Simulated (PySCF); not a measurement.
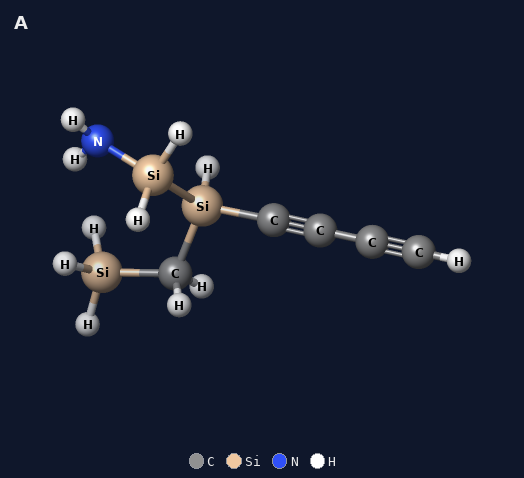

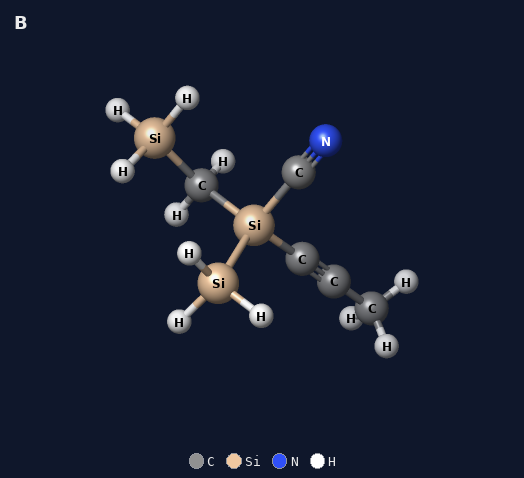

2 stationary structures of one formula. Geometries: GFN2-xTB. Electronic energies: PBE0/pcSseg-1 (PySCF 2.14.0), without zero-point energy. No frequency run is at hand to confirm each as a minimum. Each is one conformer, not always the lowest.

> Which structure is the most stable?

B is lowest; A lies 1.220 eV above it. A is `C#CC#C[Si@@H](C[SiH3])[SiH2]N`, B is `CC#C[Si@@]([SiH3])(C#N)C[SiH3]`.

The geometry is semi-empirical. Around Si such bond lengths and angles can be off by a tenth of an ångström or more and by several degrees, and values that hang on the shape move with them.
